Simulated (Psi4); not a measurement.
Run report: C2H2, excited-state calculation (part 2 of 3)

The same run, continued: C2H2; EOM-CC2/aug-cc-pVDZ, RHF (Psi4 1.11). The geometry comes from this level: PBE0-D4/def2-TZVP.

Geometry of the input (Å):
```
C  0.1555  -0.5421  0.2004
C  -0.1555  0.5421  -0.2004
H  0.4322  -1.5065  0.5569
H  -0.4322  1.5065  -0.5569
```

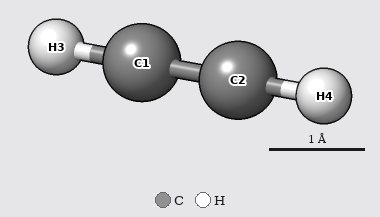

Figure 1. The structure (ball-and-stick view, seen at a tilt; atoms are numbered from 1 in the order of the input).

### What the program printed, continued
```
Iter=1    L=4     Root    EOM Energy     Delta E   Res. Norm    Conv?
                     1   0.3364136033   3.36e-01    3.97e-01      N
                     2   0.3493210517   3.49e-01    3.96e-01      N
                     3   0.3493210519   3.49e-01    3.96e-01      N
                     4   0.3713765172   3.71e-01    3.29e-01      N
Iter=2    L=8     Root    EOM Energy     Delta E   Res. Norm    Conv?
                     1   0.2727358123  -6.37e-02    1.13e-02      N
                     2   0.2840842908  -6.52e-02    1.61e-02      N
                     3   0.2840842909  -6.52e-02    1.61e-02      N
                     4   0.3029186183  -6.85e-02    1.34e-02      N
Iter=3    L=12    Root    EOM Energy     Delta E   Res. Norm    Conv?
                     1   0.2726592983  -7.65e-05    3.26e-03      N
                     2   0.2839155311  -1.69e-04    4.71e-03      N
                     3   0.2839155312  -1.69e-04    4.71e-03      N
                     4   0.3025731104  -3.46e-04    1.29e-02      N
Iter=4    L=16    Root    EOM Energy     Delta E   Res. Norm    Conv?
                     1   0.2726498698  -9.43e-06    7.25e-04      N
                     2   0.2839007695  -1.48e-05    8.00e-04      N
                     3   0.2839007696  -1.48e-05    8.00e-04      N
                     4   0.3023248482  -2.48e-04    8.44e-03      N
Iter=5    L=20    Root    EOM Energy     Delta E   Res. Norm    Conv?
                     1   0.2726482214  -1.65e-06    2.80e-04      N
                     2   0.2838998415  -9.28e-07    2.28e-04      N
                     3   0.2838998415  -9.28e-07    2.28e-04      N
                     4   0.3022556842  -6.92e-05    3.51e-03      N
Iter=6    L=24    Root    EOM Energy     Delta E   Res. Norm    Conv?
                     1   0.2726467848  -1.44e-06    1.28e-04      N
                     2   0.2838990095  -8.32e-07    1.13e-04      N
                     3   0.2838990095  -8.32e-07    1.13e-04      N
                     4   0.3022405353  -1.51e-05    1.41e-03      N
Iter=7    L=28    Root    EOM Energy     Delta E   Res. Norm    Conv?
                     1   0.2726465882  -1.97e-07    2.97e-05      Y
                     2   0.2838985553  -4.54e-07    3.91e-05      Y
                     3   0.2838985553  -4.54e-07    3.91e-05      Y
                     4   0.3022361457  -4.39e-06    6.31e-04      N
Iter=8    L=29    Root    EOM Energy     Delta E   Res. Norm    Conv?
                     1   0.2726465882  -4.50e-15    2.97e-05      Y
                     2   0.2838985553   3.77e-15    3.91e-05      Y
                     3   0.2838985553   1.05e-15    3.91e-05      Y
                     4   0.3022355632  -5.83e-07    2.25e-04      N
Iter=9    L=30    Root    EOM Energy     Delta E   Res. Norm    Conv?
                     1   0.2726465882  -4.66e-15    2.97e-05      Y
                     2   0.2838985553  -1.25e-14    3.91e-05      Y
                     3   0.2838985553  -8.88e-16    3.91e-05      Y
                     4   0.3022359076   3.44e-07    6.14e-05      Y
Collapsing to only 4 vector(s).

Procedure converged for 4 root(s).
Energy written to CC_INFO:Etot  -76.7969923804
States per irrep written to CC_INFO.
EOM CC2 R0 for root 0 =   0.00000000000
EOM CC2 R0 for root 1 =  -0.00000000000
EOM CC2 R0 for root 2 =   0.00000000000
EOM CC2 R0 for root 3 =  -0.00000000000

Final Energetic Summary for Converged Roots of Irrep A
                     Excitation Energy              Total Energy
                (eV)     (cm^-1)     (au)             (au)
EOM State 1      7.419    59839.0   0.2726465882   -76.826581699790

Largest components of excited wave function #1:
 RIA (libdpd indices) : (cscf notation)
         6 >   2      :        7a >    10a :   -0.3676896863
         5 >   3      :        6a >    11a :    0.3676896546
         6 >   9      :        7a >    17a :   -0.3191111673
         5 >  10      :        6a >    18a :    0.3191111442
         6 >  19      :        7a >    27a :   -0.0576997547
 RIjAb (libdpd indices)     : (cscf notation)
        6   6 >   2   5     :     7a     7a >    10a    13a :   -0.0156697450
        6   6 >   5   2     :     7a     7a >    13a    10a :   -0.0156697450
        5   5 >   3   4     :     6a     6a >    11a    12a :    0.0156697426
        5   5 >   4   3     :     6a     6a >    12a    11a :    0.0156697426
        6   6 >   2  26     :     7a     7a >    10a    34a :   -0.0134651374
EOM State 2      7.725    62308.5   0.2838985553   -76.815329732675

Largest components of excited wave function #2:
 RIA (libdpd indices) : (cscf notation)
         5 >   3      :        6a >    11a :    0.3754257103
         6 >   2      :        7a >    10a :    0.3754256806
         5 >  10      :        6a >    18a :    0.2940227267
         6 >   9      :        7a >    17a :    0.2940227000
         6 >   3      :        7a >    11a :   -0.0800960779
 RIjAb (libdpd indices)     : (cscf notation)
        5   5 >   3   4     :     6a     6a >    11a    12a :    0.0169120908
        5   5 >   4   3     :     6a     6a >    12a    11a :    0.0169120908
        6   6 >   2   5     :     7a     7a >    10a    13a :    0.0169120905
        6   6 >   5   2     :     7a     7a >    13a    10a :    0.0169120905
        6   6 >   2  26     :     7a     7a >    10a    34a :    0.0142920014
EOM State 3      7.725    62308.5   0.2838985553   -76.815329732672

Largest components of excited wave function #3:
 RIA (libdpd indices) : (cscf notation)
         6 >   3      :        7a >    11a :   -0.3832413097
         5 >   2      :        6a >    10a :    0.3832413063
         5 >   9      :        6a >    17a :    0.3006794676
         6 >  10      :        7a >    18a :   -0.3006794659
         5 >  19      :        6a >    27a :    0.0480900213
 RIjAb (libdpd indices)     : (cscf notation)
        6   6 >   3   5     :     7a     7a >    11a    13a :   -0.0172485700
        6   6 >   5   3     :     7a     7a >    13a    11a :   -0.0172485700
        5   5 >   2   4     :     6a     6a >    10a    12a :    0.0172485682
        5   5 >   4   2     :     6a     6a >    12a    10a :    0.0172485682
        6   6 >   3  26     :     7a     7a >    11a    34a :   -0.0167218713
EOM State 4      8.224    66333.1   0.3022359076   -76.796992380425

Largest components of excited wave function #4:
 RIA (libdpd indices) : (cscf notation)
         6 >   0      :        7a >     8a :    0.6417459229
         6 >   8      :        7a >    16a :   -0.2367982706
         6 >   6      :        7a >    14a :    0.0434751490
         6 >  20      :        7a >    28a :    0.0378683601
         6 >  13      :        7a >    21a :    0.0317046377
 RIjAb (libdpd indices)     : (cscf notation)
        6   6 >   0   5     :     7a     7a >     8a    13a :    0.0521243759
        6   6 >   5   0     :     7a     7a >    13a     8a :    0.0521243759
        5   6 >   4   0     :     6a     7a >    12a     8a :    0.0429287955
        6   5 >   0   4     :     7a     6a >     8a    12a :    0.0429287955
        4   6 >  13   0     :     5a     7a >    21a     8a :   -0.0343258972

	Putting into environment energy for root of R irrep 1 and root 4.
	Putting into environment CURRENT ENERGY:              -76.7969923804

	Total # of sigma evaluations: 30

			**************************
			*        CCLAMBDA        *
			**************************

	Nuclear Rep. energy (wfn)     =   24.845404823087964
	Reference           (wfn)     =                    0
	SCF energy          (wfn)     =  -76.828667141187452
	Reference energy    (CC_INFO) =  -76.828667141187339
	CC2 energy          (CC_INFO) =   -0.270561146810258
	Total CC2 energy    (CC_INFO) =  -77.099228287997590

	Input parameters:
	-----------------
	Maxiter           =     50
	Convergence       = 1.0e-04
	Restart           =     No
	Cache Level       =     2
	Model III         =     No
	DIIS              =     Yes
	AO Basis          =     No
	ABCD              =     NEW
	Local CC          =     No
	Parameters for left-handed eigenvectors:
	    Irr   Root  Ground-State?    EOM energy        R0
	  1   0     0        Yes       0.0000000000   1.0000000000
	  2   0     1         No       0.2726465882   0.0000000000
	  3   0     2         No       0.2838985553  -0.0000000000
	  4   0     3         No       0.2838985553   0.0000000000
	  5   0     4         No       0.3022359076  -0.0000000000
	Labels for eigenvector 1:
	LIA 0 -1, Lia 0 -1, LIJAB 0 -1, Lijab 0 -1, LIjAb 0 -1, 2LIjAb - LIjbA 0 -1
	Labels for eigenvector 2:
	LIA 0 0, Lia 0 0, LIJAB 0 0, Lijab 0 0, LIjAb 0 0, 2LIjAb - LIjbA 0 0
	Labels for eigenvector 3:
	LIA 0 1, Lia 0 1, LIJAB 0 1, Lijab 0 1, LIjAb 0 1, 2LIjAb - LIjbA 0 1
	Labels for eigenvector 4:
	LIA 0 2, Lia 0 2, LIJAB 0 2, Lijab 0 2, LIjAb 0 2, 2LIjAb - LIjbA 0 2
	Labels for eigenvector 5:
	LIA 0 3, Lia 0 3, LIJAB 0 3, Lijab 0 3, LIjAb 0 3, 2LIjAb - LIjbA 0 3
	Deleting old CC_LAMBDA data.
	Symmetry of left-hand state: A
	Symmetry of left-hand eigenvector: A

	          Solving Lambda Equations
	          ------------------------
	Iter     PseudoEnergy or Norm         RMS
	----     ---------------------     --------
	   0        -0.270667182329738    0.000e+00
	   1        -0.270452685878975    5.144e-03
	   2        -0.270301106487839    9.577e-04
	   3        -0.270279919459518    3.663e-04
	   4        -0.270281490666418    6.959e-05

	Largest LIA Amplitudes:
	          6  29         0.0187363554
	          5  30        -0.0187363521
	          6  41         0.0083057266
	          5  42         0.0083056827
	          6   5         0.0074259307
	          5   4         0.0074259301
	          6  49         0.0067492201
	          5  48         0.0067492201
	          4  13         0.0066395125
	          3  21        -0.0063334677

	Largest LIjAb Amplitudes:
	  6   6  10  10        -0.0570288417
	  5   5   9   9        -0.0570288416
	  5   6   9  10        -0.0454874457
	  6   5  10   9        -0.0454874457
	  5   5   2   9        -0.0322592624
	  5   5   9   2        -0.0322592624
	  6   6   3  10        -0.0322592622
	  6   6  10   3        -0.0322592622
	  5   6   2  10        -0.0259377224
	  6   5  10   2        -0.0259377224

	Iterations converged.

	Overlap <L|e^T> =        0.88321884291
	Symmetry of left-hand state: A
	Symmetry of left-hand eigenvector: A
	Initial overlap of initial guess <L|R> =    1.0000000000
	Checking overlap of initial guess <L|R> =    1.0000000000

	          Solving Lambda Equations
	          ------------------------
	Iter     PseudoEnergy or Norm         RMS
	----     ---------------------     --------
	   0         1.000000000000000    6.959e-05
	   1         1.001561522765291    7.618e-03
	   2         1.001926338170491    2.056e-03
	   3         1.002477318239579    1.466e-03
	   4         1.002760976393680    6.470e-04
	   5         1.002878411127142    2.578e-04
	   6         1.002876543242986    2.860e-05

	Initial  <L|R>  =        1.0027904951
	Normalizing L...
	L0 * R0 =        0.0000000000
	L1 * R1 =        0.9689733057
	L2 * R2 =        0.0310266943
	 <L|R>  =        1.0000000000
	Pseudoenergy or Norm of normalized L =    1.000085808649934

	Largest LIA Amplitudes:
	          6   2        -0.3707326384
	          5   3         0.3707326070
	          6   9        -0.3165376661
	          5  10         0.3165376433
	          6  19        -0.0551612414
	          5  18         0.0551612379
	          6  31        -0.0364335631
	          5  32         0.0364335613
	          6  35        -0.0114474886
	          5  34         0.0114474885

	Largest LIjAb Amplitudes:
	  6   6   2   5        -0.0161396911
	  6   6   5   2        -0.0161396911
	  5   5   3   4         0.0161396887
	  5   5   4   3         0.0161396887
	  6   6   2  26        -0.0134279136
	  6   6  26   2        -0.0134279136
	  5   5   3  27        -0.0134279112
	  5   5  27   3        -0.0134279112
	  5   6   4   2        -0.0132380032
	  6   5   2   4        -0.0132380032

	Iterations converged.

	Symmetry of left-hand state: A
	Symmetry of left-hand eigenvector: A
	Initial overlap of initial guess <L|R> =    1.0000000000
	Checking overlap of initial guess <L|R> =    1.0000000000

	          Solving Lambda Equations
	          ------------------------
	Iter     PseudoEnergy or Norm         RMS
	----     ---------------------     --------
	   0         1.000000000000000    2.860e-05
	   1         0.990086405223814    1.517e-01
	   2         0.990306028023332    2.425e-03
	   3         0.990790335790366    1.668e-03
	   4         0.991254354437008    9.405e-04
	   5         0.991418132479325    3.502e-04
	   6         0.991418911759648    8.344e-05

	Initial  <L|R>  =        0.9797769360
	Normalizing L...
	L0 * R0 =       -0.0000000000
	L1 * R1 =        0.9668426232
	L2 * R2 =        0.0331573768
	 <L|R>  =        1.0000000000
	Pseudoenergy or Norm of normalized L =    1.011882271702054

	Largest LIA Amplitudes:
	          5   3         0.3909579568
	          6   2         0.3909579263
	          5  10         0.3010373166
	          6   9         0.3010372888
	          5  18         0.0457796397
	          6  19         0.0457796340
	          5  32         0.0280567215
	          6  31         0.0280567183
	          6   3        -0.0224900801
	          5   2         0.0224900756

	Largest LIjAb Amplitudes:
	  5   5   3   4         0.0180067318
	  5   5   4   3         0.0180067318
	  6   6   2   5         0.0180067316
	  6   6   5   2         0.0180067316
	  5   6   3   5         0.0149555540
	  6   5   5   3         0.0149555540
	  5   6   4   2         0.0149555517
	  6   5   2   4         0.0149555517
	  6   6   2  26         0.0147341466
	  6   6  26   2         0.0147341466

	Iterations converged.

	Symmetry of left-hand state: A
	Symmetry of left-hand eigenvector: A
	Initial overlap of initial guess <L|R> =    1.0000000000
	Checking overlap of initial guess <L|R> =    1.0000000000

	          Solving Lambda Equations
	          ------------------------
	Iter     PseudoEnergy or Norm         RMS
	----     ---------------------     --------
	   0         1.000000000000000    8.344e-05
	   1         0.990086405249325    1.517e-01
	   2         0.990306028085996    2.425e-03
	   3         0.990790335901867    1.668e-03
	   4         0.991254354557620    9.405e-04
	   5         0.991418132627792    3.502e-04
	   6         0.991418911915718    8.344e-05

	Initial  <L|R>  =        0.9797769361
	Normalizing L...
	L0 * R0 =        0.0000000000
	L1 * R1 =        0.9668426232
	L2 * R2 =        0.0331573768
	 <L|R>  =        1.0000000000
	Pseudoenergy or Norm of normalized L =    1.011882271710493

	Largest LIA Amplitudes:
	          5   2         0.3829855927
	          6   3        -0.3829855893
	          6  10        -0.2943715137
	          5   9         0.2943715133
	          5   3        -0.0817065075
	          6   2        -0.0817065000
	          5  10        -0.0663330493
	          6   9        -0.0663330425
	          5  19         0.0446367643
	          6  18        -0.0446367638

	Largest LIjAb Amplitudes:
	  6   6   3   5        -0.0176179162
	  6   6   5   3        -0.0176179162
	  5   5   2   4         0.0176179152
	  5   5   4   2         0.0176179152
	  6   6   3  26        -0.0165809259
	  6   6  26   3        -0.0165809259
	  5   5   2  27        -0.0165809251
	  5   5  27   2        -0.0165809251
	  5   5   2  15         0.0156305627
	  5   5  15   2         0.0156305627

	Iterations converged.

	Symmetry of left-hand state: A
	Symmetry of left-hand eigenvector: A
	Initial overlap of initial guess <L|R> =    1.0000000000
	Checking overlap of initial guess <L|R> =    1.0000000000

	          Solving Lambda Equations
	          ------------------------
	Iter     PseudoEnergy or Norm         RMS
	----     ---------------------     --------
	   0         1.000000000000000    8.344e-05
	   1         1.002882933905962    6.312e-03
	   2         1.002256677972944    1.286e-03
	   3         1.002391979338452    4.448e-04
	   4         1.002407058309724    2.061e-04
	   5         1.002416761154684    8.420e-05

	Initial  <L|R>  =        1.0023900640
	Normalizing L...
	L0 * R0 =       -0.0000000000
	L1 * R1 =        0.9471516019
	L2 * R2 =        0.0528483981
	 <L|R>  =        1.0000000000
	Pseudoenergy or Norm of normalized L =    1.000026633464317

	Largest LIA Amplitudes:
	          6   0         0.6423008537
	          6   8        -0.2364989000
	          6   6         0.0430142217
	          6  20         0.0372312324
	          6  13         0.0317393235
	          5   0        -0.0212812023
	          6  22         0.0157247483
	          6  33        -0.0113604853
	          2   5         0.0099562891
	          5   8         0.0078358619

	Largest LIjAb Amplitudes:
	  6   6   0   5         0.0533414476
	  6   6   5   0         0.0533414476
	  5   6   4   0         0.0437416232
	  6   5   0   4         0.0437416232
	  6   6   0  26         0.0336397643
	  6   6  26   0         0.0336397643
	  4   6  13   0        -0.0333225898
	  6   4   0  13        -0.0333225898
	  5   6  27   0        -0.0305021989
	  6   5   0  27        -0.0305021989

	Iterations converged.

	<L|R> overlap matrix with ROHF quantities (-99 => 0 by symmetry)

                 1            2            3            4            5

    1    1.0000000    0.0000000    0.0000000    0.0000000   -0.0000000
    2    0.0000000    1.0000000   -0.0000000   -0.0000000    0.0000000
    3    0.0000000    0.0000000    1.0000000   -0.0000000   -0.0000000
    4    0.0000000    0.0000000   -0.0000000    1.0000000   -0.0000000
    5    0.0000000    0.0000000   -0.0000000    0.0000000    1.0000000

	<L|R> overlap matrix with RHF quantities (-99 => 0 by symmetry)

                 1            2            3            4            5

    1    1.0000000    0.0000000    0.0000000    0.0000000    0.0000000
    2    0.0000000    1.0000000   -0.0000000   -0.0000000   -0.0000000
    3    0.0000000    0.0000000    1.0000000    0.0000000    0.0000000
    4    0.0000000   -0.0000000   -0.0000000    1.0000000    0.0000000
    5    0.0000000   -0.0000000   -0.0000000   -0.0000000    1.0000000

	Projections for excited state, irrep A, root 0:
	<0|Le^(-T)|0><0|Re^T|0>  =    0.0000000000
	<0|Le^(-T)|S><S|Re^T|0>  =    0.9679224808
	<0|Le^(-T)|D><D|Re^T|0>  =    0.0320775192
	Sum of above             =    1.0000000000
	Approx. excitation level =    1.0320775192

	Projections for excited state, irrep A, root 1:
	<0|Le^(-T)|0><0|Re^T|0>  =    0.0000000000
	<0|Le^(-T)|S><S|Re^T|0>  =    0.9658977725
	<0|Le^(-T)|D><D|Re^T|0>  =    0.0341022321
	Sum of above             =    1.0000000046
	Approx. excitation level =    1.0341022367

	Projections for excited state, irrep A, root 2:
	<0|Le^(-T)|0><0|Re^T|0>  =    0.0000000000
	<0|Le^(-T)|S><S|Re^T|0>  =    0.9658977725
	<0|Le^(-T)|D><D|Re^T|0>  =    0.0341022321
	Sum of above             =    1.0000000046
	Approx. excitation level =    1.0341022367

	Projections for excited state, irrep A, root 3:
	<0|Le^(-T)|0><0|Re^T|0>  =    0.0000000000
	<0|Le^(-T)|S><S|Re^T|0>  =    0.9450704489
	<0|Le^(-T)|D><D|Re^T|0>  =    0.0549295511
	Sum of above             =    1.0000000000
	Approx. excitation level =    1.0549295511
```
